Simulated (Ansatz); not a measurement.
**ZnO: Zn → Ga**

The reference is ZnO in the wurtzite structure (space group P6_3mc, No. 186; a = 3.230 Å, c = 5.215 Å).

Perturbation: every Zn is replaced by Ga; the structure is relaxed again.

All numbers come from DFT with PBEsol, PAW potentials and a 420 eV plane-wave cutoff in Ansatz (an electronic-structure program), spin-orbit coupling left out. k-mesh 17×17×8 (Γ-centred); smearing 0.05 eV (Fermi–Dirac), for the changed cell.

The volume per atom rises by 1.48 Å³ to 13.26 Å³ and the c/a ratio rises by 0.302, from 1.615 to 1.917. The band gap becomes zero (base: 0.70 eV).

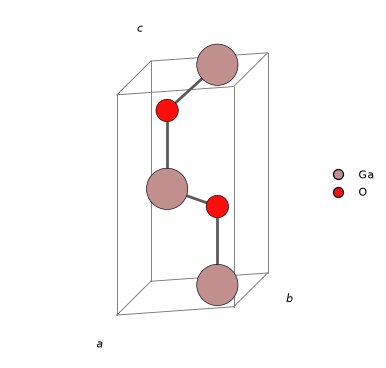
The relaxed conventional cell after the change

Cost of the whole job for the changed cell (relaxation, final SCF and bands): about 5 core-minutes (a rough figure).

No phonon test of stability was made. As relaxed here, GaO is a hypothetical phase, not in the database extracts checked. The final runs are not spin-polarised.
